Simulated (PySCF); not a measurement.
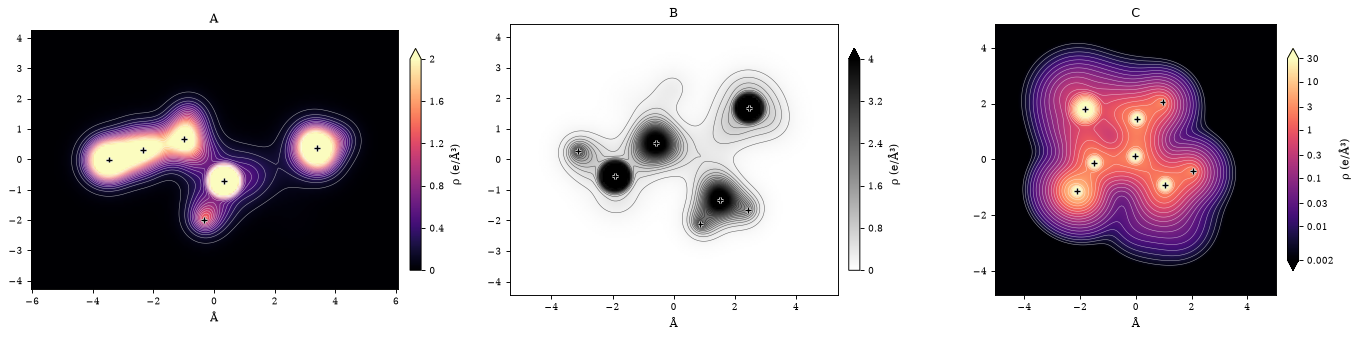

The total electron density of 3 systems, each on a plane through atoms (crosses mark nuclei in the plane).

Level of theory: PySCF 2.14.0, PBE0/pcSseg-1, SCF density, gas phase, non-relativistic.

System 1: C3H15N2PSi2, the plane of atoms N3, Si4 and H16. Geometry: GFN2-xTB.

```xyz
23

C    -2.2341    1.1089    0.8109
C    -1.4494    0.9591   -0.4853
N    -0.5621   -0.1864   -0.4736
Si   -1.2582   -1.7326   -0.8082
Si    0.9911   -0.0162    0.2963
C     2.3332   -0.6272   -0.9278
N     0.9449   -0.8698    1.8040
P     1.2839    2.1365    0.8828
H    -2.8498    0.2288    0.9789
H    -1.5402    1.2130    1.6425
H    -2.8732    1.9875    0.7677
H    -2.1411    0.8623   -1.3276
H    -0.8506    1.8649   -0.6447
H    -0.1416   -2.6436   -1.0478
H    -2.0716   -2.2643    0.2957
H    -2.0952   -1.5637   -1.9971
H     2.2903   -0.0943   -1.8727
H     2.2098   -1.6842   -1.1401
H     3.3276   -0.4861   -0.5132
H     1.7167   -0.7828    2.4452
H     0.6061   -1.8183    1.7946
H     1.8163    2.5183   -0.3353
H     2.5424    1.9171    1.4108
```

System 2: C3H9N3Si2, the plane of atoms C2, C3 and Si5. Geometry: GFN2-xTB.

```tsv
atom	x (Å)	y (Å)	z (Å)
N	3.7886	1.3725	-1.7414
C	2.6634	1.2916	-1.5208
C	1.3003	1.1590	-1.2203
C	0.7656	1.9519	-0.0223
Si	0.7773	0.0916	0.2947
Si	-1.1358	-1.1468	0.0888
N	-2.4444	-0.1983	0.6815
N	-0.8137	-2.5179	1.0930
H	0.6737	1.1489	-2.1047
H	-0.1623	2.4754	-0.2081
H	1.4943	2.5917	0.4569
H	1.9748	-0.2834	1.0519
H	-1.5694	-1.4822	-1.2780
H	-2.3508	0.2878	1.5579
H	-3.3890	-0.5312	0.5783
H	-1.5807	-3.1144	1.3607
H	0.0010	-3.0841	0.9219
```

System 3: C7H10OSi, the plane of atoms C3, C5 and C6. Geometry: GFN2-xTB.

```xyz
19

C    -2.2743    1.6038   -0.7462
C    -1.5418    0.8039    0.0039
C    -0.7437   -0.3546   -0.5280
C    -1.1940   -1.6536    0.1543
C     0.7019   -0.1113   -0.2427
C     1.7608    0.0090   -1.0731
Si    3.0796    0.2924    0.2582
C     1.3346    0.0710    1.0905
O     0.8508    0.0690    2.1953
H    -2.3489    1.4717   -1.8142
H    -2.8364    2.4211   -0.3270
H    -1.4744    0.9482    1.0734
H    -0.8903   -0.4372   -1.6116
H    -2.2524   -1.8226   -0.0310
H    -0.6290   -2.5002   -0.2313
H    -1.0336   -1.5845    1.2272
H     1.7241   -0.0584   -2.1493
H     4.0605   -0.7718    0.4484
H     3.6968    1.6135    0.3108
```

Which map belongs to which system?

Panel A is system 2, C3H9N3Si2: the plane holds N, C, Si and H. C–N (1.15 Å): ρ is about 3.5 e/Å³ halfway. Panel B is system 1, C3H15N2PSi2: the plane holds N, Si, P and H. Si–N (1.73 Å): ρ is about 1.1 e/Å³ halfway. Panel C is system 3, C7H10OSi: the plane holds C, Si, O and H. C–O (1.21 Å): the density is about 3.3 e/Å³ at the midpoint.
